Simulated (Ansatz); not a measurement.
The figure comes from a scan of TiO₂ (anatase): a phonon pattern at M = (0.5, 0.5, 0.5) is frozen into a 12-atom cell, Q being the largest atomic displacement. These are PBE (plane waves to 420 eV, PAW, scalar-relativistic; Ansatz, a quantum-chemistry and plane-wave program) values and carry that method's errors. k mesh 12×12×12 (Γ-centred), Fermi-Dirac smearing 0.05 eV. Left out: 2 of 13 points, with atoms too close for the PAW data. As the smearing reaches across the gap at some points, energies and forces of such displacements shift with the k mesh and the smearing. The PAW data are Ansatz's earlier set. TiO2 is run without spin polarisation. TiO2 was relaxed with its symmetry unable to fall. 

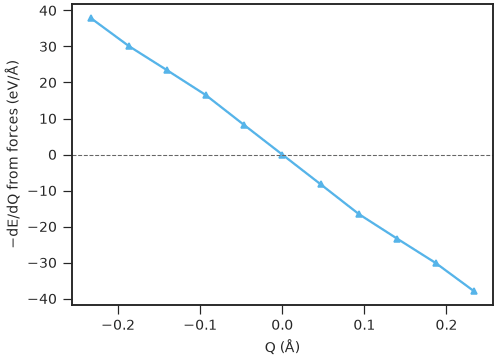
Figure: −dE/dQ from forces (eV/Å) against Q (Å); one marker a computed point.

Read the plotted values off the figure, to the accuracy that the plot allows.

To the nearest 1:

```json
[
 {"Q (Å)": "-0.233", "−dE/dQ from forces (eV/Å)": "38"},
 {"Q (Å)": "-0.187", "−dE/dQ from forces (eV/Å)": "30"},
 {"Q (Å)": "-0.140", "−dE/dQ from forces (eV/Å)": "23"},
 {"Q (Å)": "-0.093", "−dE/dQ from forces (eV/Å)": "17"},
 {"Q (Å)": "-0.047", "−dE/dQ from forces (eV/Å)": "8"},
 {"Q (Å)": "0.000", "−dE/dQ from forces (eV/Å)": "0"},
 {"Q (Å)": "0.047", "−dE/dQ from forces (eV/Å)": "-8"},
 {"Q (Å)": "0.093", "−dE/dQ from forces (eV/Å)": "-17"},
 {"Q (Å)": "0.140", "−dE/dQ from forces (eV/Å)": "-23"},
 {"Q (Å)": "0.187", "−dE/dQ from forces (eV/Å)": "-30"},
 {"Q (Å)": "0.233", "−dE/dQ from forces (eV/Å)": "-38"}
]
```

(For displaced atoms, the force is minus the slope of the energy, and its curvature is a force constant, which sets phonon frequencies.)
